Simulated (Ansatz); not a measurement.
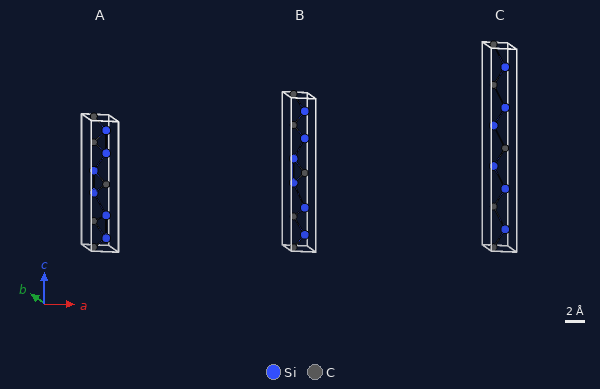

3 geometries from one relaxation of a crystal of Si₃C₂ (a generated structure, set up in P-6m2) (coarse preliminary run), in shuffled order. Style: ball-and-stick. Shown: the cell of the calculation, slightly off an axis.

Theory: DFT PBE, scalar-relativistic, plane waves, PAW (Ansatz 0.2.0). Set-up: plane-wave cutoff 420 eV; k-point mesh 6 × 6 × 1; occupations gaussian; smearing width 0.1 eV; no spin polarisation; cell and atoms relaxed; force threshold 0.04 eV/Å; at most 70 steps.

Question: Order the frames from highest to lowest energy.

Answer: C, B, A. They are steps 0, 5, 14, at +1492 meV per atom, +557 meV per atom relative to the last. The energy falls by 1492 meV per atom in 13 accepted moves (14 points after the start). Largest force component: 1.9 eV/Å at the start, 0.017 eV/Å at the end. Pressure: −16.20 GPa at the start and 0.10 GPa at the end. The SCF was repeated once at an unchanged geometry on a basis and grid sized afresh for the cell, which shifted the energy by 1.1 meV per atom at most. The largest moves relative to the cell, 0.54 Å, are those of Si atoms. Largest moves by element: Si 0.54 Å, C 0.03 Å. Cell: a = b 2.724 → 2.918 Å (+7.1 %), c 22.159 → 14.256 Å (−35.7 %). Volume −26.2 %. Some distances before and after: Si–Si 4.432 → 2.411 Å, Si–Si 4.432 → 2.477 Å, Si–Si 4.432 → 2.500 Å, C–Si 2.717 → 1.916 Å. Among the angles between lasting bonds that change: Si–Si–Si 60.2° → 63.9°. The space group stays P-6m2 (No. 187).

Limits of the set-up: the k-point mesh is coarse for a cell with partly filled bands.
